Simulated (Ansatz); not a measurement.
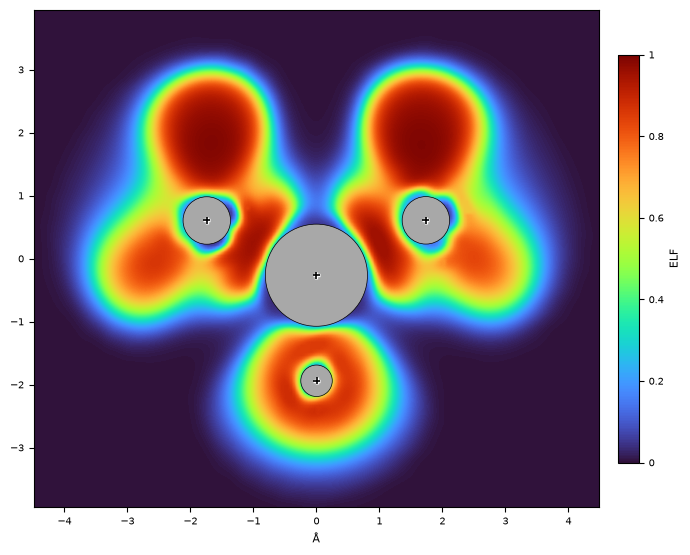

The ELF on a plane through atoms (crosses mark nuclei in the plane; grey discs cover the cores).

All numbers below come from Ansatz 0.2.0, isolated molecule in a Gaussian basis; Kohn-Sham density functional theory, functional PBE0.

Candidates:
A. ClH$_{5}$SiSn (SMILES [SiH3][SnH2][Cl])
B. CH$_{3}$GaN (SMILES C[N][Ga]) (doublet)
C. C$_{2}$H$_{6}$AlF (SMILES [CH3][Al]([CH3])[F])

Q: Which system is this?

A: Candidate C: C$_{2}$H$_{6}$AlF on the plane of atoms C1, Al3 and F4, which holds C, Al and F. Al–F (1.68 Å): the ELF peaks at about 0.85 in the valence shell of F, 0.6 Å from its nucleus, and is about 0.30 at the midpoint. C–Al (1.94 Å): the ELF peaks at about 0.95 between the atoms; a polar covalent bond.
